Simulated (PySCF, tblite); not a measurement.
# C3H6F4O2Si: geometry, infrared bands and NMR shifts

Aim: predict the infrared bands and NMR shifts of C3H6F4O2Si (`CO[Si](F)(OC)C(F)(F)F`).

Programs: tblite 0.8.0 and PySCF 2.14.0, with density-fitted response routines of our own. Each step states its level of theory. These are calculated values for one molecule in the gas phase, unless marked as measured. Atoms are numbered from 0 throughout.

## 1. The molecule as given

16 atoms, charge 0, multiplicity 1; geometry from: force field or distance geometry start.

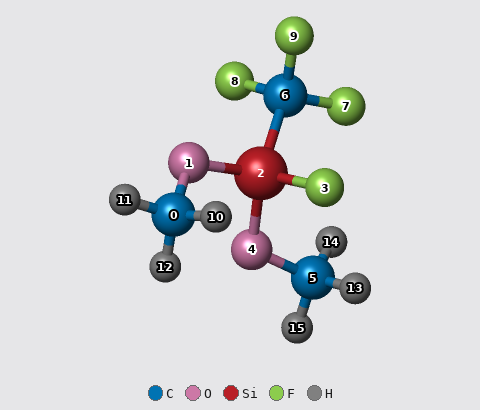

The starting geometry (carbon blue, oxygen pink, silicon red, fluorine green, hydrogen grey), atoms numbered; sticks join atoms by distance.

## 2. Optimising the geometry with GFN2-xTB

Job settings and geometry (Å):

```
{"job": {"kind": "relax", "xc": "GFN2-xTB", "basis": "xTB"}, "charge": 0, "multiplicity": 1}
C      2.533200    -0.543700     0.559100
O      1.549000     0.456500     0.839200
Si     0.127500     0.416900    -0.018700
F      0.559100     0.312500    -1.579400
O     -0.636700    -1.044900     0.330000
C     -1.730800    -1.436300    -0.499300
C     -0.959700     1.926100     0.187300
F     -2.070400     1.855900    -0.580200
F     -1.382400     2.063700     1.475000
F     -0.324600     3.072300    -0.141000
H      2.865100    -0.475300    -0.480200
H      3.384800    -0.372300     1.211400
H      2.138000    -1.545300     0.779500
H     -1.421200    -1.528900    -1.549300
H     -2.569000    -0.730300    -0.398900
H     -2.069400    -2.417900    -0.145800
```

Launch:

```bash
$ OMP_NUM_THREADS=1 python probes_run.py task.json out
```

This one command runs all jobs of the session in turn.

Standard output:

```text
step      E/eV     max force
  0   -1045.03416    3.696
  1   -1045.24932    0.899
  2   -1045.29060    0.527
  3   -1045.30798    0.299
  4   -1045.31878    0.261
  5   -1045.32814    0.228
  6   -1045.33977    0.245
  7   -1045.35067    0.249
  8   -1045.36132    0.258
  9   -1045.37117    0.237
 10   -1045.38043    0.255
 11   -1045.38797    0.302
 12   -1045.39391    0.273
 13   -1045.39942    0.224
 14   -1045.40600    0.214
 15   -1045.41403    0.232
 16   -1045.42168    0.208
 17   -1045.42721    0.142
 18   -1045.43094    0.123
 19   -1045.43411    0.142
 20   -1045.43749    0.154
 21   -1045.44080    0.161
 22   -1045.44392    0.152
 23   -1045.44723    0.139
 24   -1045.45138    0.180
 25   -1045.45584    0.188
 26   -1045.45942    0.147
 27   -1045.46221    0.127
 28   -1045.46491    0.124
 29   -1045.46789    0.154
 30   -1045.47103    0.145
 31   -1045.47374    0.146
 32   -1045.47586    0.144
 33   -1045.47775    0.127
 34   -1045.47930    0.088
 35   -1045.48010    0.054
 36   -1045.48038    0.028
 37   -1045.48049    0.029
 38   -1045.48061    0.025
 39   -1045.48075    0.032
 40   -1045.48087    0.023
 41   -1045.48097    0.022
 42   -1045.48109    0.031
 43   -1045.48132    0.048
 44   -1045.48167    0.058
 45   -1045.48209    0.051
 46   -1045.48243    0.045
 47   -1045.48267    0.043
 48   -1045.48284    0.031
 49   -1045.48297    0.028
 50   -1045.48304    0.017
 51   -1045.48307    0.017
 52   -1045.48309    0.014
 53   -1045.48311    0.013
 54   -1045.48314    0.011
 55   -1045.48317    0.012
 56   -1045.48320    0.013
 57   -1045.48323    0.017
 58   -1045.48327    0.016
 59   -1045.48330    0.013
 60   -1045.48334    0.012
 61   -1045.48337    0.012
 62   -1045.48339    0.010
 63   -1045.48341    0.010
```

Run time: 0.5 s. Hardware: 1 thread of Arm Neoverse V1, shared host.

Step by step: (not every step is listed)

| step | energy from step 0 (eV) | largest force (eV/Å) |
| --- | --- | --- |
| 0 | 0.0000 | 3.6961 |
| 1 | -0.2152 | 0.8994 |
| 2 | -0.2564 | 0.5268 |
| 3 | -0.2738 | 0.2989 |
| 4 | -0.2846 | 0.2610 |
| 5 | -0.2940 | 0.2278 |
| 6 | -0.3056 | 0.2447 |
| 7 | -0.3165 | 0.2487 |
| 8 | -0.3272 | 0.2584 |
| 13 | -0.3653 | 0.2238 |
| 18 | -0.3968 | 0.1226 |
| 23 | -0.4131 | 0.1395 |
| 28 | -0.4307 | 0.1237 |
| 33 | -0.4436 | 0.1269 |
| 38 | -0.4465 | 0.0249 |
| 43 | -0.4472 | 0.0477 |
| 48 | -0.4487 | 0.0313 |
| 53 | -0.4489 | 0.0125 |
| 58 | -0.4491 | 0.0164 |
| 59 | -0.4491 | 0.0134 |
| 60 | -0.4492 | 0.0122 |
| 61 | -0.4492 | 0.0119 |
| 62 | -0.4492 | 0.0098 |
| 63 | -0.4493 | 0.0102 |

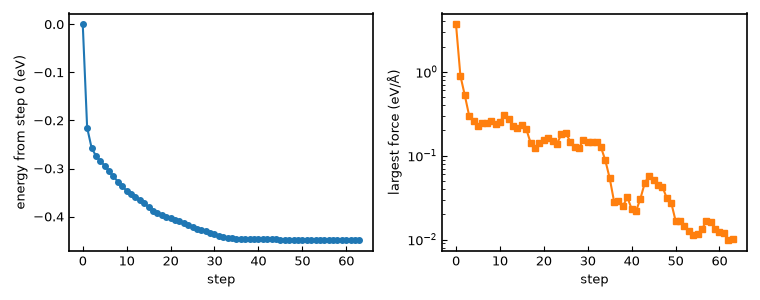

Energy and largest force along the relaxation.

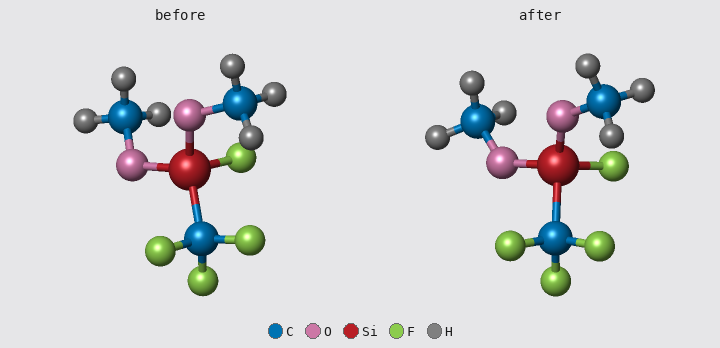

The geometry before (left) and after (right).

Close pairs (by a distance rule), those that changed most:

| bond | before (Å) | after (Å) | change (Å) |
| --- | --- | --- | --- |
| Si2–O4 | 1.686 | 1.599 | -0.087 |
| O1–Si2 | 1.661 | 1.586 | -0.075 |
| Si2–C6 | 1.871 | 1.934 | +0.063 |
| C0–O1 | 1.431 | 1.412 | -0.019 |
| C6–F8 | 1.362 | 1.347 | -0.015 |
| Si2–F3 | 1.623 | 1.610 | -0.012 |
| O4–C5 | 1.428 | 1.416 | -0.011 |
| C5–H14 | 1.100 | 1.090 | -0.011 |

The next job starts from the end point, and lists it.

## 3. Harmonic vibrations with GFN2-xTB

Job settings and geometry (Å):

```
{"job": {"kind": "ir", "xc": "GFN2-xTB", "basis": "xTB"}, "charge": 0, "multiplicity": 1}
C      2.603911    -0.466380     0.685498
O      1.484282     0.384561     0.560707
Si     0.149066     0.309224    -0.291936
F      0.394759     0.489721    -1.873274
O     -0.685427    -1.028967    -0.030010
C     -1.900669    -1.529743    -0.558037
C     -0.810033     1.901896     0.240662
F     -2.018183     1.961844    -0.369414
F     -1.079654     1.946793     1.559704
F     -0.198714     3.060864    -0.048518
H      3.141006    -0.518970    -0.261438
H      3.246077    -0.039086     1.453932
H      2.287010    -1.466393     0.978312
H     -1.800364    -1.706570    -1.628707
H     -2.711699    -0.822974    -0.384946
H     -2.108968    -2.466876    -0.043948
```

Standard output:

```text
mode    cm-1     km/mol
  1      16.4      0.11
  2      58.3      1.97
  3      65.7      3.49
  4      69.9      0.70
  5      71.7      0.22
  6      84.3      0.64
  7     111.9      8.10
  8     129.7      7.94
  9     195.0     11.26
 10     222.3     13.47
 11     238.7      6.64
 12     262.3      9.48
 13     292.2     33.68
 14     343.9     25.03
 15     457.3    162.96
 16     469.3      1.80
 17     472.6      2.54
 18     659.1      8.49
 19     726.3     76.65
 20     841.2    149.22
 21     863.2    144.31
 22    1014.1    210.43
 23    1043.0    229.28
 24    1116.3      1.87
 25    1119.1      0.19
 26    1126.2     13.71
 27    1128.6     37.34
 28    1157.6    194.97
 29    1185.7    201.01
 30    1202.7    341.44
 31    1399.2      8.03
 32    1404.6      9.78
 33    1458.5      5.25
 34    1458.9     13.18
 35    1463.5      9.10
 36    1464.7      7.19
 37    2989.2     16.93
 38    2992.2     14.52
 39    2997.3     16.51
 40    2998.9     20.72
 41    3010.8      9.46
 42    3011.9      7.65
```

Wall time 0.64 s (1 thread of Arm Neoverse V1, shared host).

The strongest bands and the atoms that carry them (share of the mass-weighted mode):

| cm⁻¹ | km/mol | atoms |
| --- | --- | --- |
| 457 | 163.0 | Si2 47 %, O1 16 % |
| 841 | 149.2 | Si2 42 %, C5 19 %, F3 16 %, O4 11 % |
| 863 | 144.3 | Si2 43 %, F3 21 %, C0 20 %, O1 11 % |
| 1014 | 210.4 | C6 71 %, F7 20 % |
| 1043 | 229.3 | C6 71 %, F9 15 %, F8 13 % |
| 1158 | 195.0 | C6 43 %, O4 19 % |
| 1186 | 201.0 | O4 38 %, C6 27 %, C5 15 % |
| 1203 | 341.4 | O1 58 %, C0 21 %, Si2 13 % |

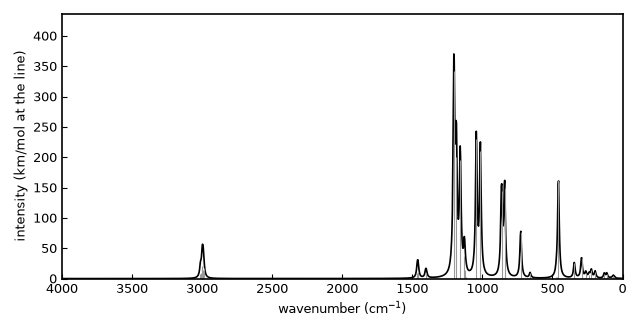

The infrared spectrum from these modes, unscaled. Lines are broadened to a width of 14 cm⁻¹ (Lorentzian).

## 4. Shielding tensors: PBE0/pcSseg-1

Settings changed since step 3:

```diff
@@ -1,2 +1,2 @@
-{"job": {"kind": "ir", "xc": "GFN2-xTB", "basis": "xTB"}, "charge": 0, "multiplicity": 1}
+{"job": {"kind": "nmr", "xc": "PBE0", "basis": "pcSseg-1"}, "charge": 0, "multiplicity": 1}
 C      2.603911    -0.466380     0.685498
```

With the program's defaults for keys left out, this is: GIAO PBE0/pcSseg-1 NMR shielding, non-relativistic, gas phase.

Standard output:

```text
coarse grid: 15120 points
cycle   1  E = -956.1532033328  dE =  1.488e+00  |g| = 1.260e+00  |ddm| = 3.557e+00
cycle   2  E = -955.8060796964  dE =  3.471e-01  |g| = 1.943e+00  |ddm| = 1.701e+00
cycle   3  E = -956.4159194712  dE = -6.098e-01  |g| = 6.409e-02  |ddm| = 1.070e+00
cycle   4  E = -956.4163029426  dE = -3.835e-04  |g| = 4.809e-02  |ddm| = 6.700e-02
cycle   5  E = -956.4166396967  dE = -3.368e-04  |g| = 1.320e-02  |ddm| = 3.225e-02
cycle   6  E = -956.4166668008  dE = -2.710e-05  |g| = 1.641e-03  |ddm| = 8.194e-03
cycle   7  E = -956.4166672264  dE = -4.256e-07  |g| = 6.696e-04  |ddm| = 1.397e-03
final grid: 146616 points
cycle   8  E = -956.5203272084  dE = -4.316e-05  |g| = 1.322e-02  |ddm| = 2.054e-02
cycle   9  E = -956.5202977600  dE =  2.945e-05  |g| = 1.885e-02  |ddm| = 1.556e-02
cycle  10  E = -956.5203576697  dE = -5.991e-05  |g| = 1.378e-03  |ddm| = 9.548e-03
cycle  11  E = -956.5203580639  dE = -3.942e-07  |g| = 2.495e-04  |ddm| = 1.064e-03
cycle  12  E = -956.5203580730  dE = -9.112e-09  |g| = 1.106e-04  |ddm| = 1.909e-04
cycle  13  E = -956.5203580745  dE = -1.553e-09  |g| = 2.882e-05  |ddm| = 6.232e-05
cycle  14  E = -956.5203580747  dE = -1.485e-10  |g| = 4.559e-06  |ddm| = 2.330e-05
converged SCF energy = -956.5203580747

GIAO shielding tensors (ppm)
atom      isotropic    diamagn.    paramagn.     s11        s22        s33       span
  0 C      133.075     242.301    -109.226    105.816    107.146    186.263     80.447
  1 O      311.522     399.289     -87.767    258.816    325.580    350.170     91.354
  2 Si     436.085     882.829    -446.744    396.809    432.486    478.961     82.152
  3 F      332.097     472.256    -140.160    289.928    303.460    402.903    112.975
  4 O      311.330     400.830     -89.499    253.717    327.213    353.062     99.345
  5 C      131.339     242.213    -110.874    103.974    104.327    185.717     81.744
  6 C       53.184     253.529    -200.344     52.391     52.921     54.241      1.850
  7 F      251.140     474.938    -223.798    147.328    262.974    343.116    195.788
  8 F      250.122     475.225    -225.103    148.902    260.447    341.017    192.115
  9 F      250.644     472.662    -222.018    153.257    258.924    339.750    186.493
 10 H       27.679      28.104      -0.424     23.002     25.427     34.609     11.607
 11 H       27.741      27.294       0.447     23.209     25.329     34.684     11.475
 12 H       27.671      29.252      -1.582     22.761     25.966     34.286     11.525
 13 H       27.599      28.338      -0.739     23.186     25.320     34.291     11.106
 14 H       27.563      28.855      -1.292     22.549     26.644     33.497     10.947
 15 H       27.666      27.803      -0.137     23.230     25.207     34.561     11.331
```

It took 53 s on 1 thread of Arm Neoverse V1, shared host; peak memory 0.92 GiB.

Shifts follow as δ = σ(reference) − σ, with reference shieldings (ppm) from runs at the same level and on the same kind of geometry: ¹H TMS 31.72, ¹³C TMS 186.9, ²⁹Si TMS 349.2, ¹⁹F CFCl3 170.9, ¹⁷O H2O 336.1. The references are single molecules in the gas phase, so shifts against H2O, NH3, PH3, H3PO4 or CFCl3 are not on the usual liquid scales and can be off by tens of ppm. Atoms listed in one row are averaged.

| atoms | environment | σ (ppm) | δ (ppm) | δ scaled to CDCl3 |
| --- | --- | --- | --- | --- |
| C6 | CF3 carbon | 53.2 | 133.7 | 128.6 |
| C0, C5 | methyl carbon bonded to O | 132.2 | 54.7 | 51.5 |
| H10, H11, H12, H13, H14, H15 | hydrogen on a methyl carbon bonded to O | 27.65 | 4.06 | 3.94 |
| O1, O4 | oxygen bonded to C, Si | 311.4 | 24.7 | – |
| Si2 | silicon bonded to C, F, 2 O | 436.1 | -86.9 | – |
| F7, F8, F9 | fluorine of a CF3 group | 250.6 | -79.7 | – |
| F3 | fluorine bonded to Si | 332.1 | -161.2 | – |

The scaled column applies a straight-line fit of computed shieldings to shifts measured in CDCl3, and one for carbons that bear F (root-mean-square error 0.16 ppm for H, 1.9 ppm for C).

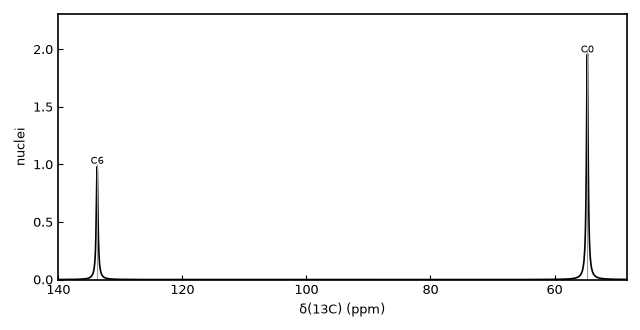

¹³C lines at the computed shifts, without couplings. Lines are broadened to a width of 0.32 ppm (Lorentzian).

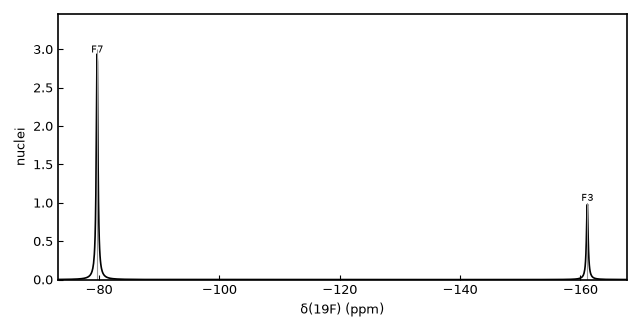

¹⁹F lines at the computed shifts, without couplings. Lines are broadened to a width of 0.33 ppm (Lorentzian).

The run also stored atomic charges by several schemes (e):

| atoms | Mulliken | IAO | Hirshfeld | ESP fit |
| --- | --- | --- | --- | --- |
| C0, C5 | 0.00 | -0.20 | -0.02 | -0.17 |
| O1, O4 | -0.63 | -0.64 | -0.22 | -0.33 |
| Si2 | 1.29 | 1.64 | 0.52 | 0.74 |
| F3 | -0.41 | -0.53 | -0.20 | -0.27 |
| C6 | 0.51 | 0.50 | 0.16 | 0.25 |
| F7, F8, F9 | -0.28 | -0.28 | -0.10 | -0.15 |

Mulliken charges:

C0 0.00; O1 -0.63; Si2 1.29; F3 -0.41; O4 -0.64; C5 0.00; C6 0.51; F7 -0.29; F8 -0.28; F9 -0.27; H10 0.12; H11 0.13; H12 0.11; H13 0.12; H14 0.12; H15 0.13

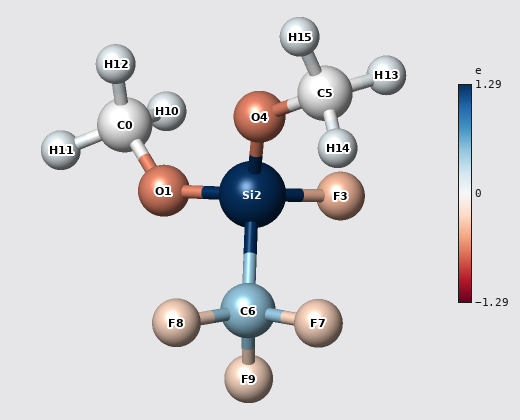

Mulliken charges, as colours on the atoms.

Mayer bond orders: C0–O1 0.85, O1–Si2 1.10, Si2–F3 0.95, Si2–O4 1.07, O4–C5 0.85, Si2–C6 0.78, C6–F7 0.94, C6–F8 0.97, C6–F9 0.98.

The fields below are evaluated on a grid from the run's orbitals.

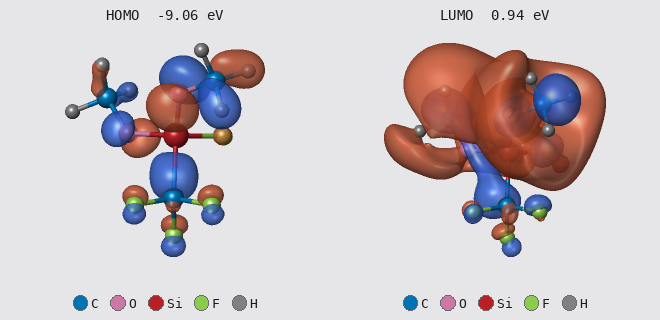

Frontier orbitals at PBE0/pcSseg-1; each surface holds 70 % of the orbital's density, blue and red mark the sign.

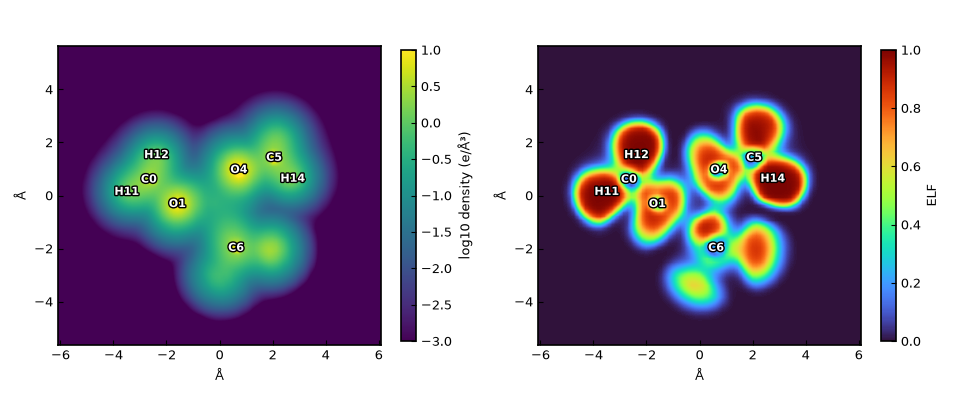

Density (left) and ELF (right) in a plane through or near 8 of the atoms.

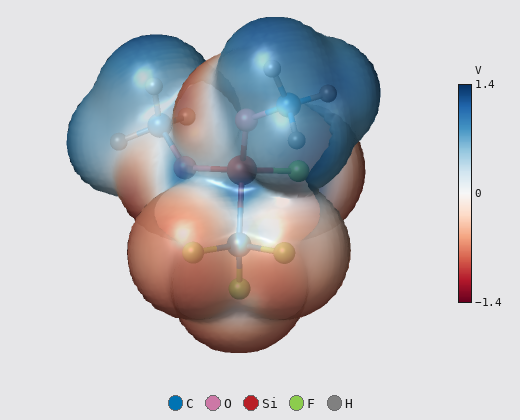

The potential that a unit positive charge feels on the 0.002 e/bohr³ surface, from -0.88 V near O1 to 1.40 V near H10.

## 5. Summary of results

| quantity | value |
| --- | --- |
| strongest single infrared mode (GFN2-xTB) | 1203 cm⁻¹, 341 km/mol |
| zero-point energy (GFN2-xTB) | 62.0 kcal/mol |
| ¹³C shifts against TMS (PBE0/pcSseg-1, means over atoms taken as alike) | 133.7, 54.7 ppm |
| ¹H shifts against TMS (PBE0/pcSseg-1, means over atoms taken as alike) | 4.06 ppm |
| ¹⁷O shifts against H2O (PBE0/pcSseg-1, means over atoms taken as alike) | 24.7 ppm |
| ²⁹Si shifts against TMS (PBE0/pcSseg-1) | -86.9 ppm |
| ¹⁹F shifts against CFCl3 (PBE0/pcSseg-1, means over atoms taken as alike) | -79.7, -161.2 ppm |
| surface potential, least and greatest | -0.88 V and 1.40 V |

In words: The optimisation took 63 steps and gained 0.449 eV; among the close pairs (by a distance rule), Si2–O4 changed most, from 1.686 to 1.599 Å. All 42 modes are real, so the xTB geometry is a minimum. The strongest single mode, at 1203 cm⁻¹, moves mainly O1. GFN2-xTB is a fitted tight-binding method: band positions and strengths are rough. Its intensities can rank the bands wrongly. At PBE0/pcSseg-1: Shielding is most anisotropic at F7, F8, F9 (span 191 ppm, paramagnetic term -224 ppm).
